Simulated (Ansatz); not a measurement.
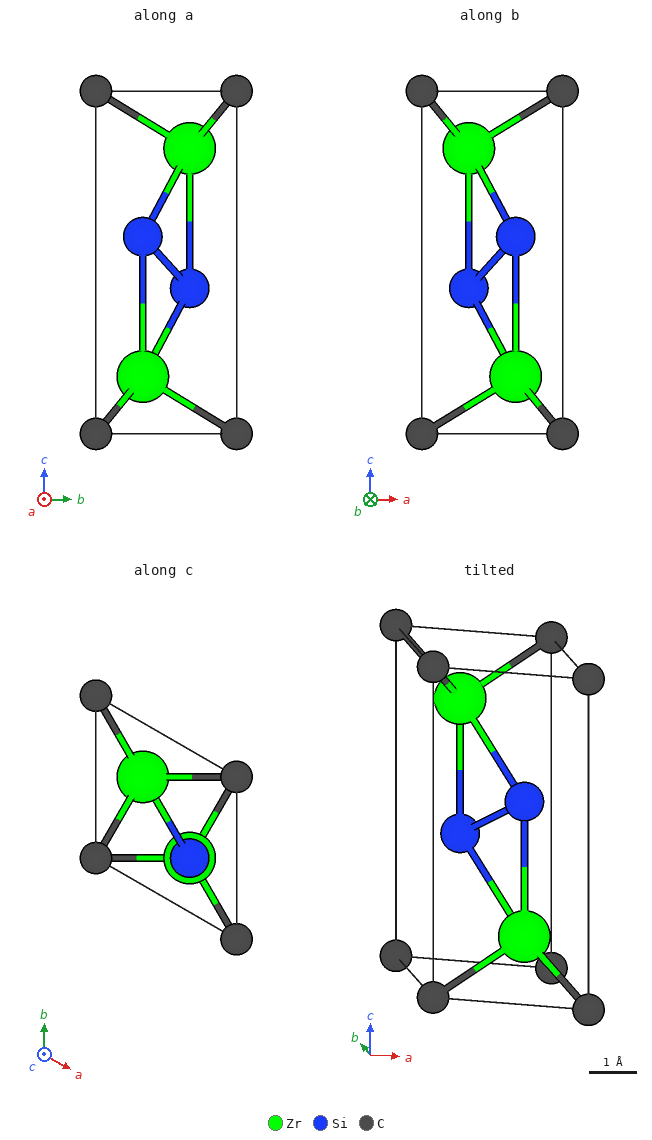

A ball-and-stick rendering, viewed along the a axis, along the b axis, along the c axis and slightly off an axis. Atoms at the boundary of the conventional unit cell (the box) are drawn once for each face, edge or corner they touch.

Lattice parameters: a = 3.516 Å, b = 3.516 Å, c = 7.422 Å, α = 90.00°, β = 90.00°, γ = 120.00°. Put a along x and b in the xy plane.

Put the structure into a POSCAR file, with free fractional coordinates to two decimals.

```
Zr Si C
1.0
     3.516    0.000    0.000
    -1.758    3.045    0.000
     0.000    0.000    7.422
Zr Si C
2 2 1
Direct
  0.3333 0.6667 0.83
  0.6667 0.3333 0.17
  0.3333 0.6667 0.42
  0.6667 0.3333 0.58
  0.00 0.00 0.00
```

The cell started as a structure type filled with these elements by a generator (whether the compound takes this form wasn't checked). It is drawn as it came out of a relaxation with DFT PBE, scalar-relativistic, plane waves, PAW in Ansatz 0.2.0.
